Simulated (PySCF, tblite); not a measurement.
# C₅H₇FO₂: dynamics, then NMR shifts on frames

How do NMR shifts of C₅H₇FO₂ (`O=C1CCOC[C@@H]1F`) change as the atoms move?

The runs use tblite 0.8.0 and PySCF 2.14.0, with density-fitted response routines of our own; the level of theory stands in each step. All values are computed, except where a source is named. Atoms count from 0, in the outputs and in this text.

**1. Starting geometry**

15 atoms, charge 0, multiplicity 1; geometry from: GFN2-xTB.

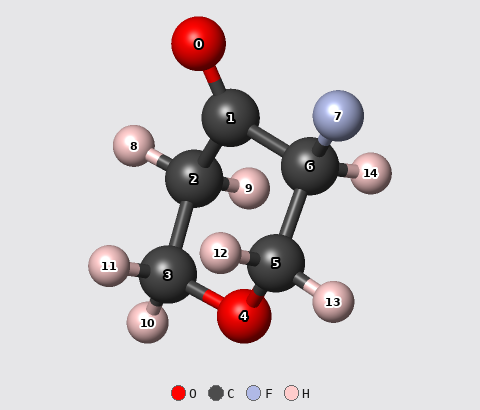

The starting geometry (oxygen red, carbon dark grey, fluorine light blue, hydrogen pink), atoms numbered.

**2. A short Langevin run with GFN2-xTB**

Job settings and geometry (Å):

```
{"job": {"kind": "md", "xc": "GFN2-xTB", "basis": "xTB", "temperature": 400, "steps": 2000, "every": 50, "frames": 5}, "charge": 0, "multiplicity": 1}
O     -0.793773     1.464548     1.530473
C     -0.537923     0.952852     0.476962
C     -1.423983    -0.042059    -0.236821
C     -0.622846    -1.337791    -0.459841
O      0.559039    -1.092010    -1.180676
C      1.425064    -0.226907    -0.503917
C      0.768025     1.153916    -0.280933
F      1.634188     1.959112     0.411756
H     -2.315443    -0.238551     0.358016
H     -1.714400     0.364404    -1.207007
H     -1.198466    -2.045662    -1.058789
H     -0.389833    -1.793942     0.513488
H      1.713971    -0.632601     0.477383
H      2.318222    -0.119626    -1.122753
H      0.573743     1.642307    -1.244907
```

With the program's defaults for keys left out, this is: GFN2-xTB Langevin dynamics, gas phase.

Command:

```
> OMP_NUM_THREADS=1 python probes_run.py task.json out
```

One launch serves the whole session: the jobs run in the order shown.

Log:

```text
t/fs     T/K      E/eV
    0.0   319.0   -738.15426
   25.0   211.7   -737.78904
   50.0   239.1   -737.68084
   75.0   251.1   -737.75996
  100.0   260.9   -737.58490
  125.0   271.4   -737.59742
  150.0   280.7   -737.69229
  175.0   212.7   -737.61312
  200.0   300.0   -737.68436
  225.0   377.6   -737.64859
  250.0   325.3   -737.60522
  275.0   277.8   -737.55718
  300.0   375.0   -737.68967
  325.0   305.6   -737.43333
  350.0   337.1   -737.60866
  375.0   301.8   -737.68013
  400.0   419.9   -737.67042
  425.0   297.6   -737.45449
  450.0   346.5   -737.60641
  475.0   393.7   -737.64551
  500.0   274.0   -737.56608
  525.0   271.6   -737.62321
  550.0   338.9   -737.56537
  575.0   382.4   -737.58500
  600.0   350.2   -737.42782
  625.0   442.6   -737.53092
  650.0   452.2   -737.56136
  675.0   406.6   -737.53000
  700.0   424.5   -737.32817
  725.0   432.1   -737.40287
  750.0   574.3   -737.50204
  775.0   592.0   -737.61443
  800.0   457.6   -737.46931
  825.0   350.0   -737.32577
  850.0   332.1   -737.47631
  875.0   261.3   -737.44253
  900.0   467.1   -737.54193
  925.0   436.6   -737.58937
  950.0   406.2   -737.53363
  975.0   341.4   -737.55652
 1000.0   324.8   -737.46716
```

Wall time 37 s (1 thread of Intel Xeon at 2.50GHz, shared host).

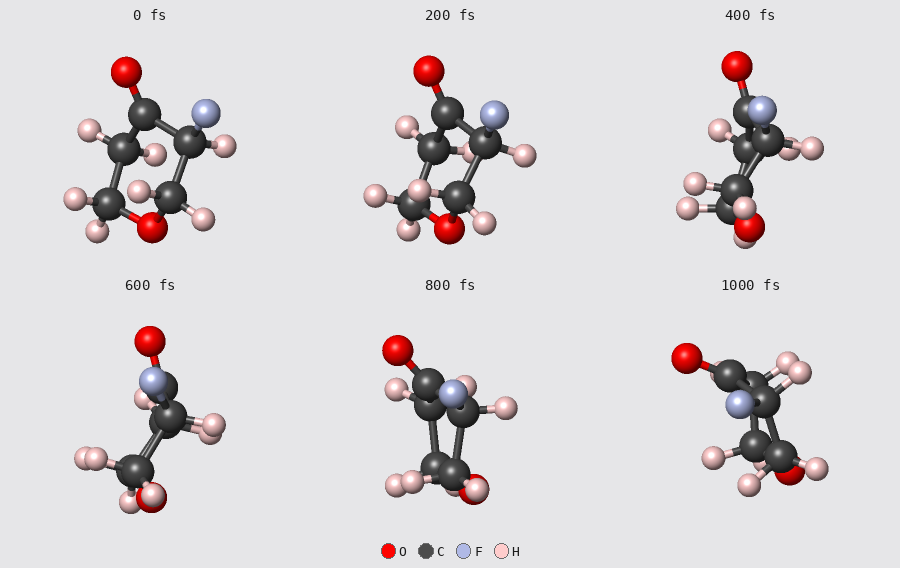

Frames of the run.

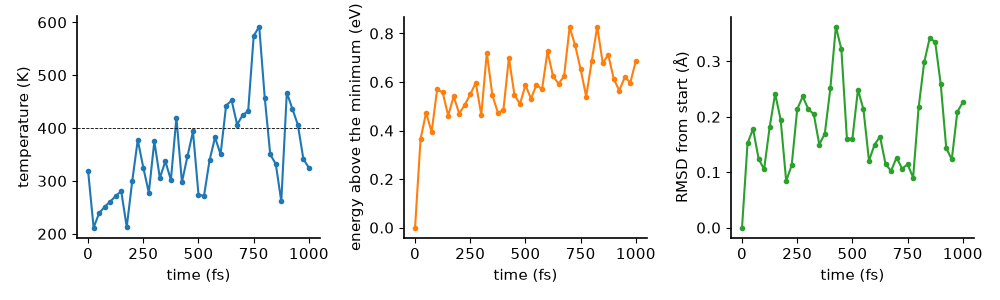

Temperature, potential energy and distance from the start.

Positions (Å) and forces (eV/Å) at 1000 fs:

```xyz
15

O    -1.068    0.460    2.022   -0.335    0.037    1.248
C    -0.664    0.828    0.966    0.724   -1.031   -0.327
C    -1.512    0.974   -0.241   -1.292    1.623    0.909
C    -1.117   -0.091   -1.194   -1.725   -1.876   -0.309
O     0.152   -0.003   -1.650    0.929    0.754   -0.853
C     1.111    0.101   -0.638    0.425   -2.469   -1.041
C     0.783    0.874    0.580    1.288    2.964    0.996
F     1.631    0.422    1.560   -0.063   -0.232    0.462
H    -2.514    0.766    0.122   -0.519    0.181   -0.233
H    -1.445    2.016   -0.539   -0.001    0.047   -0.678
H    -1.788   -0.230   -2.071    0.361    0.586    0.297
H    -1.306   -1.009   -0.589    0.410   -0.296   -0.233
H     1.356   -0.966   -0.327   -0.224    0.755    0.216
H     1.990    0.437   -1.149    0.712    0.502   -0.172
H     1.108    2.011    0.518   -0.691   -1.545   -0.282
```

**3. NMR shieldings: 250 fs, PBE0/pcSseg-1**

Job settings and geometry (Å):

```
{"job": {"kind": "nmr", "xc": "PBE0", "basis": "pcSseg-1", "pop": false}, "charge": 0, "multiplicity": 1}
O     -1.478400     1.601100     1.198200
C     -0.919000     1.093700     0.217800
C     -1.732500     0.239900    -0.691300
C     -1.052700    -1.143600    -0.593800
O      0.244600    -1.020500    -1.156900
C      1.130500    -0.295700    -0.354100
C      0.575600     1.121900    -0.060900
F      1.307000     1.684000     0.950900
H     -2.671000     0.210800    -0.143600
H     -1.834600     0.569900    -1.692900
H     -1.655200    -1.931800    -1.176400
H     -1.027800    -1.364000     0.535200
H      1.303100    -0.732600     0.631600
H      2.031500    -0.251700    -0.959300
H      0.869700     1.852100    -0.892400
```

With the program's defaults for keys left out, this is: GIAO PBE0/pcSseg-1 NMR shielding, non-relativistic, gas phase.

Log:

```text
coarse grid: 13032 points
cycle   1  E = -444.1874901026  dE =  1.259e+00  |g| = 1.027e+00  |ddm| = 3.414e+00
cycle   2  E = -443.5189320385  dE =  6.686e-01  |g| = 2.130e+00  |ddm| = 3.012e+00
cycle   3  E = -444.3734758849  dE = -8.545e-01  |g| = 2.522e-01  |ddm| = 2.408e+00
cycle   4  E = -444.3837479506  dE = -1.027e-02  |g| = 1.206e-01  |ddm| = 2.755e-01
cycle   5  E = -444.3861258284  dE = -2.378e-03  |g| = 2.566e-02  |ddm| = 9.964e-02
cycle   6  E = -444.3862557915  dE = -1.300e-04  |g| = 7.484e-03  |ddm| = 2.243e-02
cycle   7  E = -444.3862654437  dE = -9.652e-06  |g| = 2.022e-03  |ddm| = 6.372e-03
final grid: 127664 points
cycle   8  E = -444.4631471074  dE = -1.462e-05  |g| = 1.669e-02  |ddm| = 3.117e-02
cycle   9  E = -444.4629947732  dE =  1.523e-04  |g| = 3.317e-02  |ddm| = 3.458e-02
cycle  10  E = -444.4631964072  dE = -2.016e-04  |g| = 3.241e-03  |ddm| = 2.518e-02
cycle  11  E = -444.4631982770  dE = -1.870e-06  |g| = 4.125e-04  |ddm| = 2.321e-03
cycle  12  E = -444.4631983031  dE = -2.604e-08  |g| = 1.657e-04  |ddm| = 4.723e-04
cycle  13  E = -444.4631983091  dE = -6.079e-09  |g| = 3.202e-05  |ddm| = 1.774e-04
cycle  14  E = -444.4631983093  dE = -2.096e-10  |g| = 8.827e-06  |ddm| = 3.481e-05
converged SCF energy = -444.4631983093

GIAO shielding tensors (ppm)
atom      isotropic    diamagn.    paramagn.     s11        s22        s33       span
  0 O     -387.131     395.974    -783.105  -1020.724   -469.788    329.117   1349.841
  1 C      -31.723     248.548    -280.270   -129.456    -68.618    102.907    232.363
  2 C      134.622     253.283    -118.662    110.691    135.673    157.501     46.810
  3 C      105.229     247.270    -142.042     74.089     86.268    155.329     81.240
  4 O      274.930     395.200    -120.270    231.683    281.839    311.268     79.585
  5 C      110.108     245.188    -135.080     76.126     95.786    158.412     82.285
  6 C       90.513     245.469    -154.956     59.917     77.516    134.106     74.189
  7 F      398.587     470.750     -72.163    377.459    392.149    426.153     48.694
  8 H       28.908      30.731      -1.822     25.394     27.719     33.612      8.218
  9 H       29.327      30.574      -1.247     27.134     27.458     33.389      6.254
 10 H       25.895      26.798      -0.903     21.525     25.074     31.085      9.560
 11 H       27.417      28.747      -1.330     23.078     27.125     32.049      8.971
 12 H       28.134      29.566      -1.432     23.939     28.447     32.017      8.078
 13 H       26.773      28.550      -1.777     22.640     26.070     31.609      8.969
 14 H       24.991      27.784      -2.793     20.340     26.570     28.064      7.724
```

Wall time 61 s (1 thread of Intel Xeon at 2.50GHz, shared host); peak memory 0.85 GiB.

The references, computed at this level on geometries of the same kind, shield at (ppm): 1H TMS 31.72, 13C TMS 186.9, 19F CFCl3 170.9, 17O H2O 336.1. Their shielding less the atom's gives the shift. The references are single molecules in the gas phase, so shifts against H2O, NH3, PH3, H3PO4 or CFCl3 are not on the usual liquid scales and can be off by tens of ppm. Each atom is listed at this fixed geometry, with no averaging over motion; a spectrum would average atoms that exchange fast.

```
atoms                                         environment  σ (ppm)  δ (ppm)
   C1                              ketone carbonyl carbon    -31.7    218.6
   C6                 sp3 CH bonded to F, α to a carbonyl     90.5     96.4
   C3                                 sp3 CH2 bonded to O    105.2     81.7
   C5                                 sp3 CH2 bonded to O    110.1     76.8
   C2                             sp3 CH2 α to a carbonyl    134.6     52.3
  H14  hydrogen on an sp3 CH bonded to F, α to a carbonyl    24.99     6.73
  H10                  hydrogen on an sp3 CH2 bonded to O    25.89     5.82
  H13                  hydrogen on an sp3 CH2 bonded to O    26.77     4.94
  H11                  hydrogen on an sp3 CH2 bonded to O    27.42     4.30
  H12                  hydrogen on an sp3 CH2 bonded to O    28.13     3.58
   H8              hydrogen on an sp3 CH2 α to a carbonyl    28.91     2.81
   H9              hydrogen on an sp3 CH2 α to a carbonyl    29.33     2.39
   O0                                       ketone oxygen   -387.1    723.2
   O4                                        ether oxygen    274.9     61.1
   F7                           fluorine on an sp3 carbon    398.6   -227.6
```

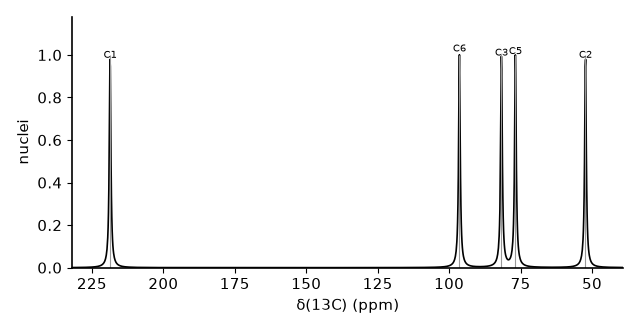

13C lines at the computed shifts, without couplings. Lines are broadened to a width of 0.67 ppm (Lorentzian).

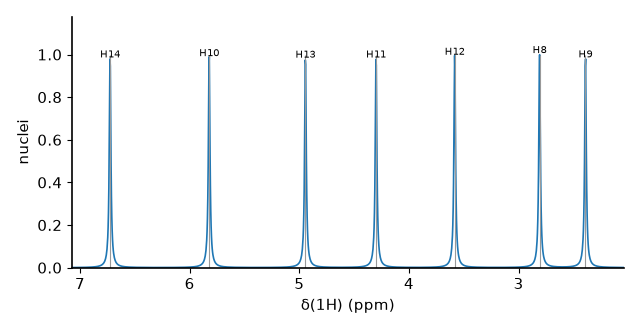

1H lines at the computed shifts, without couplings. Lines are broadened to a width of 0.02 ppm (Lorentzian).

Ring of atoms C1, C2, C3, O4, C5, C6: NICS(0) -2.1, NICS(1) -2.5, NICS(1)zz -0.2 ppm (means of both faces).

**4. Shielding tensors: 425 fs, PBE0/pcSseg-1**

Job settings and geometry (Å):

```
{"job": {"kind": "nmr", "xc": "PBE0", "basis": "pcSseg-1", "pop": false}, "charge": 0, "multiplicity": 1}
O     -1.382900     1.553900     1.224400
C     -0.871600     0.912200     0.370100
C     -1.619900     0.219700    -0.751600
C     -1.125200    -1.152200    -1.221400
O      0.296100    -1.307200    -0.953600
C      0.712700    -0.907200     0.301200
C      0.693500     0.681000     0.392100
F      1.211900     1.306100     1.568100
H     -2.597100     0.128600    -0.371100
H     -1.630400     0.987600    -1.504300
H     -1.110100    -1.294600    -2.315600
H     -1.809100    -1.915200    -0.774200
H      0.110700    -1.390000     1.147400
H      1.729000    -1.344600     0.429700
H      1.211600     1.161300    -0.479700
```

With the program's defaults for keys left out, this is: GIAO PBE0/pcSseg-1 NMR shielding, non-relativistic, gas phase.

Log:

```text
coarse grid: 13032 points
cycle   1  E = -444.1869632519  dE =  1.148e+00  |g| = 1.020e+00  |ddm| = 3.410e+00
cycle   2  E = -443.5983358787  dE =  5.886e-01  |g| = 2.060e+00  |ddm| = 2.700e+00
cycle   3  E = -444.3723206399  dE = -7.740e-01  |g| = 1.978e-01  |ddm| = 2.066e+00
cycle   4  E = -444.3780863676  dE = -5.766e-03  |g| = 1.135e-01  |ddm| = 2.264e-01
cycle   5  E = -444.3802372426  dE = -2.151e-03  |g| = 2.252e-02  |ddm| = 8.952e-02
cycle   6  E = -444.3803388894  dE = -1.016e-04  |g| = 6.230e-03  |ddm| = 1.985e-02
cycle   7  E = -444.3803460018  dE = -7.112e-06  |g| = 1.352e-03  |ddm| = 5.205e-03
final grid: 127664 points
cycle   8  E = -444.4574450411  dE = -1.020e-05  |g| = 1.617e-02  |ddm| = 2.678e-02
cycle   9  E = -444.4573262413  dE =  1.188e-04  |g| = 3.024e-02  |ddm| = 3.097e-02
cycle  10  E = -444.4574920224  dE = -1.658e-04  |g| = 2.611e-03  |ddm| = 2.175e-02
cycle  11  E = -444.4574932436  dE = -1.221e-06  |g| = 4.011e-04  |ddm| = 1.919e-03
cycle  12  E = -444.4574932678  dE = -2.419e-08  |g| = 1.616e-04  |ddm| = 4.419e-04
cycle  13  E = -444.4574932734  dE = -5.576e-09  |g| = 2.903e-05  |ddm| = 1.649e-04
cycle  14  E = -444.4574932735  dE = -1.595e-10  |g| = 1.140e-05  |ddm| = 3.353e-05
converged SCF energy = -444.4574932735

GIAO shielding tensors (ppm)
atom      isotropic    diamagn.    paramagn.     s11        s22        s33       span
  0 O     -287.449     396.318    -683.767   -840.107   -383.819    361.578   1201.685
  1 C      -14.491     250.727    -265.218   -104.682    -28.461     89.668    194.350
  2 C      146.756     252.729    -105.973    121.304    145.142    173.823     52.520
  3 C      114.000     241.257    -127.257     79.004     95.381    167.614     88.610
  4 O      274.926     395.236    -120.310    236.892    270.585    317.301     80.409
  5 C      110.824     246.500    -135.676     77.875     96.296    158.301     80.426
  6 C       79.461     246.721    -167.260     42.793     67.345    128.246     85.452
  7 F      378.167     469.874     -91.707    350.058    386.290    398.153     48.094
  8 H       30.095      30.636      -0.541     26.099     29.511     34.675      8.576
  9 H       29.698      29.287       0.411     26.418     28.319     34.358      7.940
 10 H       26.866      27.099      -0.233     22.747     25.506     32.344      9.596
 11 H       27.219      27.358      -0.139     22.253     27.259     32.144      9.890
 12 H       27.191      28.981      -1.790     23.893     26.309     31.370      7.478
 13 H       26.414      28.048      -1.634     22.269     25.815     31.158      8.889
 14 H       25.959      29.343      -3.383     22.134     26.774     28.970      6.836
```

It took 61 s on 1 thread of Intel Xeon at 2.50GHz, shared host; peak memory 0.86 GiB.

This run: δ C1 201.4, C6 107.5, C5 76.1, C3 72.9, H14 5.76, H13 5.30 ppm.

[end of part 1 of 2]
